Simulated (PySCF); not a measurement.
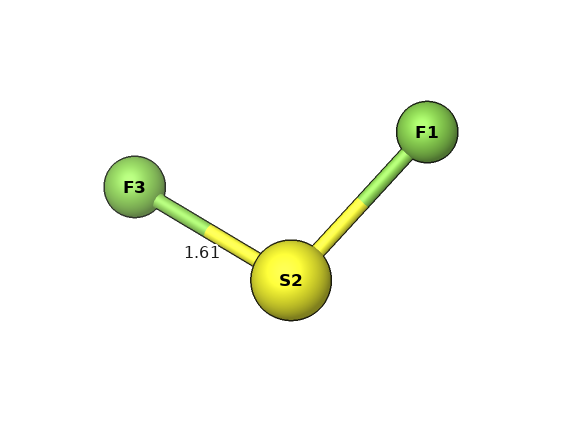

Bond lengths are marked in Å; every bond is drawn as one stick. The geometry was computed by an optimisation with PBE0-D3(BJ)/def2-SVP. No frequency run is at hand to confirm it as a minimum.

Assign a bond order to each marked bond.

Answer. S2–F3 single.

Give the structure as SMILES.

Answer. FSF
